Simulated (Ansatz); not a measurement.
Run report: GeNH5ClO3, geometry relaxation (part 2 of 2)

GeNH5ClO3, multiplicity 2; UKS PBE/def2-SVP (Ansatz 0.2.0). The input holds or restrains some coordinates. It belongs to a series of runs on one base structure; here: pulled along the bonds that form and break, towards end A.

Geometry of the input (Å):
```
Ge 0.0000  0.0000  0.0000
Cl 0.0000  0.0000  2.4700
O  1.6691  0.0000  -0.5894
H  1.9855  -0.9521  -0.7061
O  -0.8337  1.4443  -0.5894
H  -1.7915  1.2136  -0.8118
O  -0.8337  -1.4443  -0.5894
H  -1.2883  -1.9100  0.1830
N  0.0000  0.0000  4.5000
H  -0.4960  -0.7725  5.0300
H  0.4960  0.7725  5.0300
```

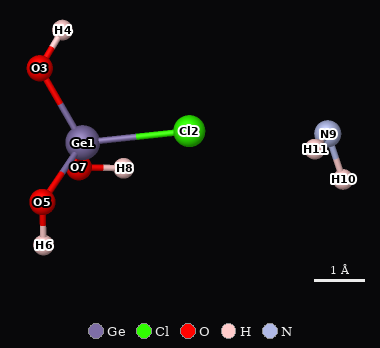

The geometry at step 10 of the log (ball-and-stick view, seen at a tilt; atoms are numbered from 1 in the order of the input).

### Trajectory as extended XYZ, continued
```
11
Properties=species:S:1:pos:R:3:forces:R:3 step=4 energy=-76714.68132
Ge   -0.0057   -0.0042   -0.1518   -0.0676  -0.0615   0.9675
Cl   -0.0074   -0.0055    2.0427   -0.0119  -0.0462  -0.3346
O     1.6742   -0.0029   -0.7118    0.0083  -0.0456  -0.3094
H     1.9877   -0.9308   -0.7341   -0.0294   0.1535   0.0036
O    -0.8364    1.4600   -0.7075    0.0250   0.0166  -0.2872
H    -1.7773    1.2329   -0.8504    0.0905   0.0435  -0.0152
O    -0.8667   -1.4891   -0.6486   -0.0981  -0.1239  -0.1595
H    -1.2666   -1.9027    0.1434    0.0884   0.0700  -0.0462
N     0.0391   -0.0282    4.9183    0.4827  -0.3719  -3.0853
H    -0.5155   -0.7655    5.3203   -0.3606   0.0030   1.6452
H     0.4820    0.7876    5.3065   -0.1275   0.3626   1.6212
11
Properties=species:S:1:pos:R:3:forces:R:3 step=5 energy=-76715.12373
Ge   -0.0120   -0.0037   -0.1750   -0.0363  -0.0045   0.6650
Cl   -0.0153   -0.0189    2.0443    0.0309  -0.0204  -0.6297
O     1.6402    0.0056   -0.8183   -0.0033  -0.2146  -0.0251
H     1.9859   -0.9120   -0.7589   -0.0267   0.2669  -0.0160
O    -0.8107    1.4513   -0.8036   -0.0584  -0.0785  -0.0570
H    -1.7647    1.2457   -0.8889    0.1206   0.0843  -0.0090
O    -0.8787   -1.4858   -0.6792   -0.0569  -0.0263   0.0543
H    -1.2476   -1.9081    0.1231    0.0354  -0.0016  -0.0576
N     0.1865   -0.1327    4.9892    0.3616  -0.3873  -0.5246
H    -0.5719   -0.6941    5.4681    0.4090   1.0823   0.2577
H     0.3956    0.8042    5.4261   -0.7760  -0.7001   0.3420
11
Properties=species:S:1:pos:R:3:forces:R:3 step=6 energy=-76715.18492
Ge   -0.0135   -0.0057   -0.1709   -0.0262   0.0011   0.5707
Cl   -0.0060   -0.0268    2.0457    0.0235  -0.0152  -0.6017
O     1.6338    0.0061   -0.8268   -0.0175  -0.1671  -0.0049
H     1.9885   -0.9059   -0.7553   -0.0057   0.2127  -0.0156
O    -0.8070    1.4504   -0.8042   -0.0349  -0.0780  -0.0266
H    -1.7623    1.2519   -0.8832    0.0892   0.0762  -0.0112
O    -0.8845   -1.4845   -0.6781   -0.0452  -0.0093   0.0556
H    -1.2431   -1.9145    0.1240    0.0208  -0.0151  -0.0393
N     0.1987   -0.1454    4.9875    0.4768  -0.3978  -0.5976
H    -0.5710   -0.6656    5.4705    0.1109   0.7324   0.3140
H     0.3737    0.7914    5.4177   -0.5917  -0.3398   0.3566
11
Properties=species:S:1:pos:R:3:forces:R:3 step=7 energy=-76715.30173
Ge   -0.0241   -0.0318   -0.1453   -0.0088   0.0797   0.2179
Cl    0.0850   -0.0972    2.0562   -0.0208  -0.0229  -0.3967
O     1.5912    0.0069   -0.8693    0.0470  -0.1414   0.0437
H     2.0397   -0.8440   -0.6869    0.0060   0.1399  -0.0269
O    -0.7906    1.4458   -0.7554    0.0044  -0.0466   0.0476
H    -1.7567    1.3057   -0.7841    0.0041   0.0310  -0.0091
O    -0.9521   -1.4726   -0.6551   -0.0321  -0.0355   0.1455
H    -1.2066   -1.9720    0.1473   -0.0023  -0.0021  -0.0678
N     0.2752   -0.2438    4.9802   -0.2108   0.1613   0.2713
H    -0.6485   -0.5246    5.4049    0.2314   0.1000  -0.1366
H     0.2949    0.7790    5.2343   -0.0180  -0.2634  -0.0888
11
Properties=species:S:1:pos:R:3:forces:R:3 step=8 energy=-76715.32164
Ge   -0.0264   -0.0644   -0.1311    0.0516  -0.0837   0.3312
Cl    0.1741   -0.2761    2.0616   -0.0236   0.0485  -0.3873
O     1.5726    0.0050   -0.8937   -0.0311  -0.0666   0.0150
H     2.1233   -0.7580   -0.6261   -0.0878   0.0955   0.0122
O    -0.7894    1.4543   -0.6312    0.0650  -0.0460   0.0222
H    -1.7555    1.3293   -0.6917   -0.0107  -0.0224   0.0050
O    -1.0205   -1.4602   -0.6454    0.0033   0.0343   0.0040
H    -1.2303   -2.0078    0.1376    0.0303   0.0411  -0.0262
N     0.2803   -0.2424    4.9903   -0.0652   0.1308   0.1068
H    -0.7039   -0.4328    5.2947    0.0110  -0.0436  -0.0373
H     0.2829    0.8044    5.0619    0.0573  -0.0879  -0.0456
11
Properties=species:S:1:pos:R:3:forces:R:3 step=9 energy=-76715.28605 accepted=F
Ge   -0.0291   -0.0903   -0.0829    0.0694   0.0647   0.1698
Cl    0.2366   -0.3312    2.0998   -0.0511  -0.0097  -0.4014
O     1.5510    0.0033   -0.8819   -0.1930   0.0988  -0.0206
H     2.1473   -0.6987   -0.5703    0.0982  -0.1278   0.0878
O    -0.7869    1.4477   -0.5304   -0.0311  -0.0722   0.0367
H    -1.7529    1.3251   -0.6167    0.0548  -0.0151   0.0122
O    -1.0551   -1.4491   -0.6339    0.0814   0.1400   0.0037
H    -1.2376   -2.0326    0.1256   -0.0288  -0.0894   0.0785
N     0.2978   -0.2665    5.0224   -1.2513   1.1206  -0.0168
H    -0.7760   -0.3599    5.1243    1.0966  -0.0597  -0.0932
H     0.3122    0.8037    4.8709    0.1548  -1.0503   0.1434
11
Properties=species:S:1:pos:R:3:forces:R:3 step=10 energy=-76715.32876
Ge   -0.0280   -0.0773   -0.1176    0.0461  -0.0382   0.2912
Cl    0.2101   -0.3159    2.0675   -0.0290   0.0356  -0.3660
O     1.5586   -0.0007   -0.9021   -0.0573   0.0005  -0.0014
H     2.1374   -0.7223   -0.5909   -0.0100   0.0056   0.0300
O    -0.7893    1.4514   -0.5864    0.0422  -0.0425   0.0226
H    -1.7545    1.3250   -0.6576   -0.0169  -0.0159   0.0027
O    -1.0421   -1.4535   -0.6428    0.0160   0.0570  -0.0062
H    -1.2314   -2.0199    0.1306    0.0072  -0.0034   0.0087
N     0.2786   -0.2447    4.9966   -0.2399   0.1381   0.1126
H    -0.7410   -0.3959    5.2131    0.2154   0.0146  -0.0690
H     0.3090    0.8054    5.0165    0.0262  -0.1514  -0.0252
11
Properties=species:S:1:pos:R:3:forces:R:3 step=11 energy=-76715.33654
Ge   -0.0351   -0.0888   -0.1081    0.0299  -0.0444   0.3008
Cl    0.2358   -0.3770    2.0666   -0.0281   0.0438  -0.3366
O     1.5460   -0.0174   -0.9000    0.0181  -0.0321   0.0149
H     2.1547   -0.6721   -0.5062   -0.0117   0.0293  -0.0048
O    -0.7930    1.4490   -0.5426    0.0064  -0.0056   0.0088
H    -1.7565    1.3186   -0.6316   -0.0119  -0.0054   0.0027
O    -1.0799   -1.4344   -0.6460   -0.0011   0.0214   0.0089
H    -1.2314   -2.0347    0.1101   -0.0017  -0.0090  -0.0104
N     0.2802   -0.2388    4.9935   -0.0818   0.0295   0.0530
H    -0.7532   -0.3593    5.1245    0.0716   0.0090  -0.0245
H     0.3396    0.8065    4.9667    0.0104  -0.0364  -0.0128
11
Properties=species:S:1:pos:R:3:forces:R:3 step=12 energy=-76715.33755
Ge   -0.0470   -0.1104   -0.0937    0.0304  -0.0302   0.3184
Cl    0.2880   -0.4606    2.0656   -0.0656   0.0385  -0.3459
O     1.5325   -0.0423   -0.8884    0.3174  -0.2691   0.2083
H     2.1796   -0.5914   -0.3867   -0.2720   0.2499  -0.2310
O    -0.8017    1.4436   -0.4703   -0.0446  -0.0141  -0.0049
H    -1.7638    1.3103   -0.5799    0.0189   0.0124   0.0098
O    -1.1358   -1.4099   -0.6574    0.0137  -0.0729   0.1708
H    -1.2317   -2.0684    0.0631    0.0030   0.0799  -0.1427
N     0.2683   -0.2382    4.9913   -0.2640   0.1739   0.0096
H    -0.7851   -0.2791    5.0085    0.2775   0.0122  -0.0098
H     0.4041    0.7979    4.8748   -0.0146  -0.1805   0.0174
11
Properties=species:S:1:pos:R:3:forces:R:3 step=13 energy=-76715.34177
Ge   -0.0409   -0.1035   -0.0825   -0.0094  -0.0366   0.2457
Cl    0.2713   -0.4459    2.0786   -0.0243   0.0397  -0.3197
O     1.5350   -0.0326   -0.8862   -0.1272   0.0890  -0.0515
H     2.1712   -0.6010   -0.4189    0.1426  -0.0987   0.0749
O    -0.8053    1.4439   -0.4689    0.0050  -0.0227   0.0049
H    -1.7685    1.3089   -0.5601    0.0004   0.0019   0.0058
O    -1.1177   -1.4167   -0.6368    0.0348   0.0893  -0.0248
H    -1.2117   -2.0691    0.0825   -0.0182  -0.0713   0.0388
N     0.2458   -0.2532    5.0031   -0.1844   0.1227  -0.0070
H    -0.8050   -0.2483    4.9571    0.1867  -0.0041   0.0122
H     0.4333    0.7693    4.8590   -0.0060  -0.1091   0.0208
11
Properties=species:S:1:pos:R:3:forces:R:3 step=14 energy=-76715.34067 accepted=F
Ge   -0.0532   -0.1191   -0.0720    0.0853   0.0696   0.4038
Cl    0.2914   -0.4536    2.0865   -0.0500   0.0290  -0.3446
O     1.5207   -0.0528   -0.8761    0.0100   0.0169  -0.0937
H     2.1890   -0.5682   -0.3886    0.0184  -0.0305   0.0644
O    -0.8123    1.4294   -0.4624    0.0355  -0.0159   0.0210
H    -1.7785    1.3052   -0.5266   -0.0239  -0.0095   0.0033
O    -1.1616   -1.3840   -0.6402   -0.1383   0.0780  -0.2727
H    -1.1966   -2.1542   -0.0500    0.0670  -0.1438   0.1975
N     0.2238   -0.2482    5.0094   -0.0320  -0.0535   0.0265
H    -0.8146   -0.1595    4.9152    0.0067   0.0016   0.0039
H     0.4993    0.7565    4.9317    0.0212   0.0582  -0.0094
11
Properties=species:S:1:pos:R:3:forces:R:3 step=15 energy=-76715.34495
Ge   -0.0485   -0.1090   -0.0785    0.0389  -0.0348   0.3119
Cl    0.2891   -0.4654    2.0769   -0.0370   0.0453  -0.3182
O     1.5257   -0.0462   -0.8855    0.0624  -0.0434   0.0239
H     2.1805   -0.5826   -0.3961   -0.0456   0.0435  -0.0259
O    -0.8087    1.4416   -0.4568    0.0077  -0.0130   0.0058
H    -1.7735    1.3121   -0.5368   -0.0060  -0.0001   0.0069
O    -1.1473   -1.3963   -0.6376   -0.0391  -0.0896   0.0343
H    -1.1895   -2.1161    0.0244    0.0217   0.0845  -0.0606
N     0.2294   -0.2501    4.9993   -0.0468   0.0325   0.0146
H    -0.8152   -0.1991    4.9401    0.0369  -0.0046   0.0039
H     0.4652    0.7626    4.8773    0.0070  -0.0203   0.0034
```

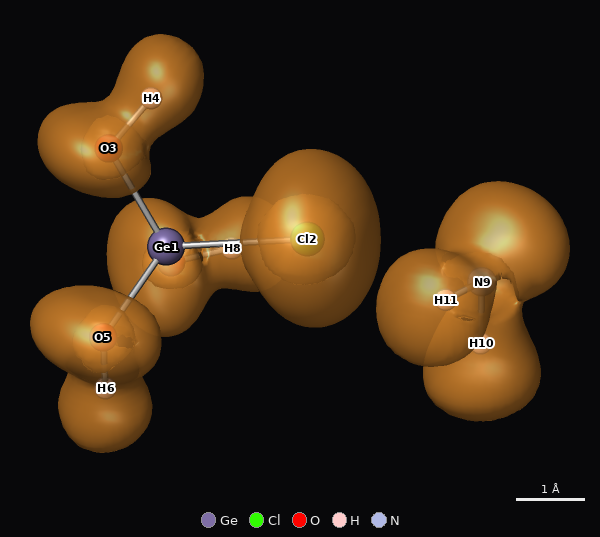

Isosurface of the ELF at 0.75 (orange), seen at an oblique angle. Core shells and regions of very low density are left out. Values along the shortest contacts: Ge–O (1.77 Å): the ELF peaks at about 0.85 in the valence shell of O, 0.6 Å from its nucleus, and is about 0.35 at the midpoint.

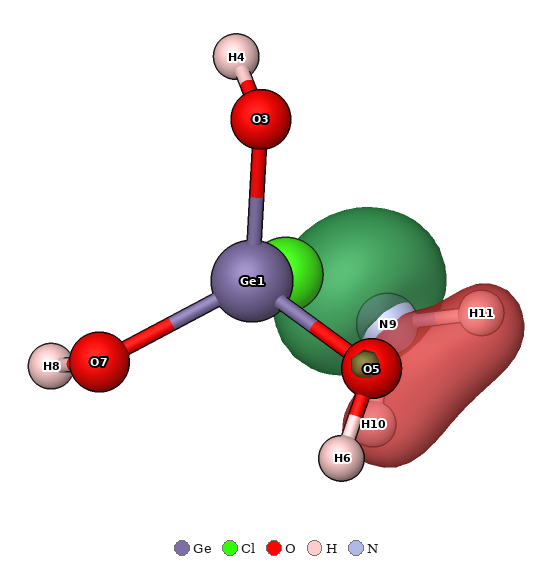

One frontier orbital at ±0.2 Å⁻³ᐟ² (green and red are the two phases), seen at an oblique angle. The HOMO−1 (α), at −7.15 eV.

### Key numbers

| quantity | value |
| --- | --- |
| outcome | converged under the restraints of the input |
| total energy | −76715.3450 eV |
| mean-field energy | −76715.3450 eV |
| ⟨S²⟩ | 0.752 |
| largest force (length of the vector) at the end, held atoms and coordinates included | 0.324 eV/Å |
| wall time | 48 s (CPU time 3 min) |
| peak memory | 0.33 GiB |
